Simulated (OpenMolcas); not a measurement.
## Single-point calculation of TiBr$_{4}$ (part 3 of 3)

The same run, continued: TiBr$_{4}$, SMILES [Br][Ti]([Br])([Br])[Br]; CASSCF/ANO-RCC-VDZP, DKH2 (OpenMolcas 26.06). The geometry comes from this level: GFN2-xTB.

Geometry of the input (Å):
```
Br -1.0923  0.0196  2.0723
Ti 0.0001  -0.0001  0.0001
Br 1.9828  -1.2353  0.1741
Br -1.3928  -0.9815  -1.6076
Br 0.5023  2.1972  -0.6388
```

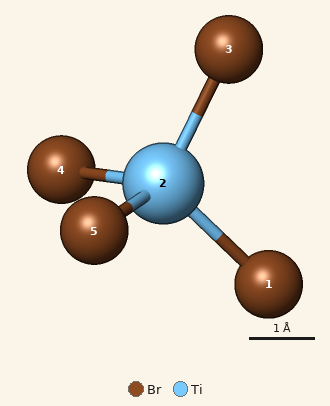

**Figure 1.** The structure (ball-and-stick view, seen at a tilt; atoms are numbered from 1 in the order of the input). Sticks mark near contacts.

The program's output, continued:
```
--- Start Module: expbas ---

                                              &EXPBAS

                       available to each process: 1.9 GB of memory, 1 thread

 Header on input orbitals file:
* RASSCF average (pseudo-natural) orbitals

 Information from input runfile
           Number of symmetries    1
      Number of basis functions   90

 Information from expanded basis set runfile
           Number of symmetries    1
      Number of basis functions  142
 New orbitals have been built in file EXPORB
--- Stop Module: expbas /rc=_RC_ALL_IS_WELL_ ---

--- Start Module: rasscf ---

                                              &RASSCF

                       available to each process: 1.9 GB of memory, 1 thread

      Header of the ONEINT file:
      --------------------------

      OrdInt status: non-squared

      Cartesian coordinates in angstrom:
      -----------------------------------------------------
      No.  Label        X            Y            Z
      -----------------------------------------------------
       1   BR1       -1.09235000   0.01962000   2.07232000
       2   TI2        0.00005000  -0.00011000   0.00006000
       3   BR3        1.98281000  -1.23526000   0.17408000
       4   BR4       -1.39283000  -0.98149000  -1.60764000
       5   BR5        0.50231000   2.19723000  -0.63882000
      -----------------------------------------------------
      Nuclear repulsion energy = 1712.45185758

++    Wave function specifications:
      -----------------------------

      Number of closed shell electrons         158
      Number of electrons in active shells       4
      Max number of holes in RAS1 space          0
      Max nr of electrons in RAS3 space          0
      Number of inactive orbitals               79
      Number of active orbitals                  4
      Number of secondary orbitals              59
      Spin quantum number                      0.0
      State symmetry                             1
--

++    Orbital specifications:
      -----------------------

      Symmetry species                           1
                                                 a
      Frozen orbitals                            0
      Inactive orbitals                         79
      Active orbitals                            4
      RAS1 orbitals                              0
      RAS2 orbitals                              4
      RAS3 orbitals                              0
      Secondary orbitals                        59
      Deleted orbitals                           0
      Number of basis functions                142
--

++    CI expansion specifications:
      ----------------------------

      Number of CSFs                            20
      Number of spin combinations               21
      Number of determinants                    36
      Number of root(s) required                 1
      Root chosen for geometry opt.              1
      CI root used                               1

      highest root included in the CI            1
      max. size of the explicit Hamiltonian     20
--

++    Optimization specifications:
      ----------------------------

      RASSCF algorithm: LK RI/DF
      Maximum number of macro iterations       200
      Maximum number of SX iterations          100
      Threshold for RASSCF energy            1.000E-08
      Threshold for max MO rotation          1.000E-01
      Threshold for max BLB element          1.000E-04
      Level shift parameter                  5.000E-01
      Make Quasi-Newton update
--

      The MO-coefficients are taken from the file:
      step2.ExpOrb
      Title:Basis set expanded orbital file EXPORB

      Total molecular charge    0.00

      ************************************************************************************************************************
      *                                            Wave function control section                                             *
      ************************************************************************************************************************

                                         RASSCF iterations: Energy and convergence statistics
                                         ----------------------------------------------------

          iter iter root      energy       change     param      element    value   shift minimum  type update hh:mm:ss
 Nr of preliminary CI iterations:   1
      Total energies have been shifted. Add               -11000.00 au
        1   1   12    1  -270.18518286    0.00E+00  -4.83E-02   70 100 1 -9.48E-02*  0.12   0.00    SX    NO    0:00:02
        2   1   14    1  -270.29315518   -1.08E-01*  3.08E-02   72  84 1  4.06E-02*  0.08   0.00    SX    NO    0:00:01
        3   1   10    1  -270.29943097   -6.28E-03*  2.29E-02   70 100 1 -3.65E-02*  0.10   0.00    SX    NO    0:00:01
        4   1   14    1  -270.30121126   -1.78E-03*  2.68E-02   72  84 1  3.34E-02*  0.06   0.00    SX    NO    0:00:01
        5   1   11    1  -270.30053379    6.77E-04*  1.81E-02   65 102 1 -3.70E-02*  0.09   0.47    SX   YES    0:00:01
        6   1   12    1  -270.30255493   -2.02E-03* -6.14E-03   73  86 1 -1.77E-02*  0.07   0.62    QN   YES    0:00:01
        7   1   10    1  -270.30267278   -1.18E-04* -3.23E-03   73  86 1  6.58E-03*  0.07   0.46    LS   YES    0:00:01
        8   1   11    1  -270.30267739   -4.61E-06* -1.73E-03   72  84 1  3.60E-03*  0.07   0.46    LS   YES    0:00:01
        9   1   10    1  -270.30269315   -1.58E-05*  5.58E-03   73  86 1  2.05E-03*  0.07   0.58    QN   YES    0:00:01
       10   1   10    1  -270.30272851   -3.54E-05*  8.05E-03   71  83 1  7.41E-04*  0.07   2.50    LS   YES    0:00:01
       11   1   10    1  -270.30273504   -6.53E-06* -4.19E-03   63  84 1 -1.36E-03*  0.07   0.67    QN   YES    0:00:01
       12   1    9    1  -270.30276409   -2.90E-05* -1.26E-02   72  84 1 -7.36E-04*  0.07   1.57    QN   YES    0:00:01
       13   1    9    1  -270.30278232   -1.82E-05* -9.06E-03   72  90 1 -7.33E-04*  0.07   1.20    QN   YES    0:00:01
       14   1    9    1  -270.30279311   -1.08E-05* -1.03E-02   70  83 1 -4.54E-04*  0.07   2.18    LS   YES    0:00:01
       15   1    9    1  -270.30279651   -3.40E-06* -1.64E-03   25 102 1 -4.80E-04*  0.06   0.85    QN   YES    0:00:01
       16   1    9    1  -270.30280008   -3.57E-06* -5.76E-03   72  84 1  3.35E-04*  0.07   1.88    QN   YES    0:00:01
       17   1    9    1  -270.30280312   -3.03E-06*  4.54E-03   25 102 1  2.17E-04*  0.07   1.25    QN   YES    0:00:01
       18   1    8    1  -270.30280462   -1.50E-06* -8.41E-03   70  83 1  2.13E-04*  0.06   2.03    QN   YES    0:00:01
       19   1    8    1  -270.30280600   -1.38E-06* -6.88E-04   77  82 1 -1.37E-04*  0.06   1.04    QN   YES    0:00:01
       20   1    8    1  -270.30280624   -2.44E-07* -1.03E-03   77  82 1 -1.11E-04*  0.06   2.50    LS   YES    0:00:01
       21   1    8    1  -270.30280626   -1.72E-08*  4.83E-04   73  86 1 -1.61E-04*  0.06   0.56    QN   YES    0:00:01
       22   1    7    1  -270.30280639   -1.30E-07*  3.32E-04   77  82 1 -5.71E-05   0.06   1.06    QN   YES    0:00:01
       23   1    7    1  -270.30280641   -1.52E-08*  4.97E-04   73  86 1 -5.36E-05   0.06   2.50    LS   YES    0:00:01
       24   1    7    1  -270.30280640    7.51E-09   2.30E-04   65  88 1 -4.54E-05   0.06   0.34    LS   YES    0:00:01
      Convergence after 24 iterations
       25   1    7    1  -270.30280641   -8.11E-09   2.30E-04   73  86 1 -4.35E-05   0.06   0.34    LS   YES    0:00:01

      ************************************************************************************************************************
                                                      Wave function printout:
                       occupation of active orbitals, and spin coupling of open shells (u,d: Spin up or down)
      ************************************************************************************************************************

      Note: transformation to natural orbitals
      has been made, which may change the order of the CSFs.

      printout of CI-coefficients larger than  0.05 for root  1
      energy=  -11270.302806
      conf/sym  1111     Coeff  Weight
             1  2200  -0.97574 0.95207
             8  2002   0.09271 0.00860
            10  udud  -0.10622 0.01128
            12  0220   0.10441 0.01090
            15  uudd   0.11035 0.01218

      Natural orbitals and occupation numbers for root  1
      sym 1:   1.947882   1.952845   0.052034   0.047238

      ************************************************************************************************************************
      *                                                    Final results                                                     *
      ************************************************************************************************************************

++    Final optimization conditions:
      ------------------------------

      Average CI energy                          -11270.30280641
      RASSCF energy for state  1                 -11270.30280641
      Super-CI energy                                -0.00000002
      RASSCF energy change                           -0.00000001
      Max change in MO coefficients              -1.468E-04
      Max non-diagonal density matrix element     2.302E-04
      Maximum BLB matrix element                 -4.354E-05
      (orbital pair  73,  86 in symmetry   1)
      Norm of electronic gradient            1.586E-04
--

      Final state energy(ies):
      ------------------------

::    RASSCF root number  1 Total energy: -11270.30280641
      Von Neumann Entropy (Root   1) =  0.33531

      Mulliken population analysis for root number:  1
      -----------------------------------------------

++    Molecular charges:
      ------------------

      Mulliken charges per centre
      ---------------------------

                BR1     TI2     BR3     BR4     BR5
      Total   35.2803 21.0520 35.2802 35.1938 35.1938

      N-E     -0.2803  0.9480 -0.2802 -0.1938 -0.1938

      Total electronic charge=  162.000000

      Total            charge=   -0.000000
--

      Expectation values of various properties for root number:  1
      -----------------------------------------------------------

++    Molecular properties:
      ---------------------

      Charge (e):
                      =   -0.0000
      Dipole Moment (debye):
      Origin of the operator (angstrom)=   -0.0000    0.0000   -0.0000
                   X= -3.1859E-01               Y=  4.3428E-01               Z= -8.0527E-01           Total=  9.6879E-01
      Quadrupole Moment (debye*angstrom):
      Origin of the operator (angstrom)=   -0.0000    0.0000   -0.0000
                  XX= -9.3574E+01              XY=  1.1301E+00              XZ=  9.9019E-01              YY= -9.1840E+01
                  YZ= -2.2990E-02              ZZ= -9.3030E+01
      In traceless form (debye*angstrom)
                  XX= -1.1386E+00              XY=  1.6952E+00              XZ=  1.4853E+00              YY=  1.4614E+00
                  YZ= -3.4484E-02              ZZ= -3.2281E-01
--

      LoProp population analysis for root number:  1
      -----------------------------------------------

++    LoProp analysis:
      ----------------

++    Static properties:
      ------------------

      LoProp Charges per center

                   BR1      TI2      BR3      BR4      BR5
      Nuclear     35.0000  22.0000  35.0000  35.0000  35.0000
      Electronic -35.3998 -20.5963 -35.3997 -35.3021 -35.3022

      Total       -0.3998   1.4037  -0.3997  -0.3021  -0.3022
--

      Natural Bond Order analysis for root number:  1

++    Natural Bond Order analysis
      ---------------------------
      Based on LoProp computed density
      -------------------------------------------------------------------------------------
      Atom A       Atom B       Bond Order
      -------------------------------------------------------------------------------------
      NBO located      0.967 non-bonded electrons on atom BR1
      NBO located      1.016 non-bonded electrons on atom BR1
      NBO located      1.006 non-bonded electrons on atom BR1
      NBO located      1.000 non-bonded electrons on atom BR1
      NBO located      1.000 non-bonded electrons on atom BR1
      NBO located      1.000 non-bonded electrons on atom BR1
      NBO located      1.000 non-bonded electrons on atom BR1
      NBO located      1.000 non-bonded electrons on atom BR1
      NBO located      1.000 non-bonded electrons on atom BR1
      NBO located      1.000 non-bonded electrons on atom BR1
      NBO located      1.000 non-bonded electrons on atom BR1
      NBO located      1.000 non-bonded electrons on atom BR1
      NBO located      1.000 non-bonded electrons on atom BR1
      NBO located      1.000 non-bonded electrons on atom BR1
      NBO located      1.000 non-bonded electrons on atom BR1
      NBO located      1.000 non-bonded electrons on atom BR1
      NBO located      0.986 non-bonded electrons on atom TI2
      NBO located      0.999 non-bonded electrons on atom TI2
      NBO located      1.002 non-bonded electrons on atom TI2
      NBO located      1.002 non-bonded electrons on atom TI2
      NBO located      1.001 non-bonded electrons on atom TI2
      NBO located      1.000 non-bonded electrons on atom TI2
      NBO located      1.000 non-bonded electrons on atom TI2
      NBO located      1.000 non-bonded electrons on atom TI2
      NBO located      1.000 non-bonded electrons on atom TI2
      NBO located      0.972 non-bonded electrons on atom BR3
      NBO located      1.006 non-bonded electrons on atom BR3
      NBO located      1.000 non-bonded electrons on atom BR3
      NBO located      1.000 non-bonded electrons on atom BR3
      NBO located      1.000 non-bonded electrons on atom BR3
      NBO located      1.000 non-bonded electrons on atom BR3
      NBO located      1.000 non-bonded electrons on atom BR3
      NBO located      1.000 non-bonded electrons on atom BR3
      NBO located      1.000 non-bonded electrons on atom BR3
      NBO located      1.000 non-bonded electrons on atom BR3
      NBO located      1.000 non-bonded electrons on atom BR3
      NBO located      1.000 non-bonded electrons on atom BR3
      NBO located      1.000 non-bonded electrons on atom BR3
      NBO located      1.000 non-bonded electrons on atom BR3
      NBO located      1.000 non-bonded electrons on atom BR3
      NBO located      1.019 non-bonded electrons on atom BR4
      NBO located      1.006 non-bonded electrons on atom BR4
      NBO located      1.002 non-bonded electrons on atom BR4
      NBO located      1.000 non-bonded electrons on atom BR4
      NBO located      1.000 non-bonded electrons on atom BR4
      NBO located      1.000 non-bonded electrons on atom BR4
      NBO located      1.000 non-bonded electrons on atom BR4
      NBO located      1.000 non-bonded electrons on atom BR4
      NBO located      1.000 non-bonded electrons on atom BR4
      NBO located      1.000 non-bonded electrons on atom BR4
      NBO located      1.000 non-bonded electrons on atom BR4
      NBO located      1.000 non-bonded electrons on atom BR4
      NBO located      1.000 non-bonded electrons on atom BR4
      NBO located      1.000 non-bonded electrons on atom BR4
      NBO located      1.000 non-bonded electrons on atom BR4
      NBO located      1.000 non-bonded electrons on atom BR4
      NBO located      0.966 non-bonded electrons on atom BR5
      NBO located      1.006 non-bonded electrons on atom BR5
      NBO located      1.001 non-bonded electrons on atom BR5
      NBO located      1.000 non-bonded electrons on atom BR5
      NBO located      1.000 non-bonded electrons on atom BR5
      NBO located      1.000 non-bonded electrons on atom BR5
      NBO located      1.000 non-bonded electrons on atom BR5
      NBO located      1.000 non-bonded electrons on atom BR5
      NBO located      1.000 non-bonded electrons on atom BR5
      NBO located      1.000 non-bonded electrons on atom BR5
      NBO located      1.000 non-bonded electrons on atom BR5
      NBO located      1.000 non-bonded electrons on atom BR5
      NBO located      1.000 non-bonded electrons on atom BR5
      NBO located      1.000 non-bonded electrons on atom BR5
      NBO located      1.000 non-bonded electrons on atom BR5
      NBO located      1.000 non-bonded electrons on atom BR5
      The remaining   10.233 electrons are to be considered as diffuse
--

--

      Average orbitals are written to the RASORB file
      Natural orbitals for root   1 are written to the RASORB.1 file
      Spin density orbitals for root   1 are written to the SPDORB.1 file

--- Stop Module: rasscf /rc=_RC_ALL_IS_WELL_ ---
--- Module rasscf spent 38 seconds ---

.##################.
.# Happy landing! #.
.##################.

    Timing: Wall=121.57 User=112.99 System=8.53
```

Key numbers:

```csv
quantity,value
outcome,converged
total energy,−11270.302806 hartree
CASSCF energy,−11270.302806 hartree
basis functions,142
wall time,2 min
peak memory,0.53 GiB
```

Notes:

The record of the run, not the program, notes: an active orbital turned away from the chosen space.
